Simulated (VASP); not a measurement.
Band structure of InSe (space group P6_3/mmc). Computed with PBEsol GGA, VASP's PBE PAW potentials (set 64) (plane waves; VASP 6.6.1).

Without a dispersion term in the relaxation, distances and binding between the weakly bound layers, chains or molecules are unreliable, and so is what depends on them. Unless said otherwise, spin-orbit coupling is left out, though it shifts the bands of the heavy elements here.

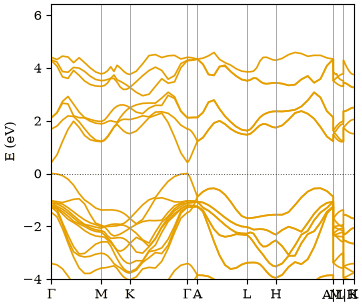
Bands along high-symmetry lines, zero at the valence-band maximum or, without a gap, the Fermi level

Read the plot: is there a gap, and where are the band edges?

The gap is direct, 0.42 eV, from the valence maximum at Γ to the conduction minimum at Γ. (Edges off the drawn lines would not show.)

Measured: gap 1.17 eV (computed value off by -0.75 eV), as given by Sangtae Kim et al., Scientific Data (2020), doi:10.1038/s41597-020-00723-8.

The structure comes from a computed database's InSe entry (P6_3/mmc), a phase known from measurement. It was relaxed first.
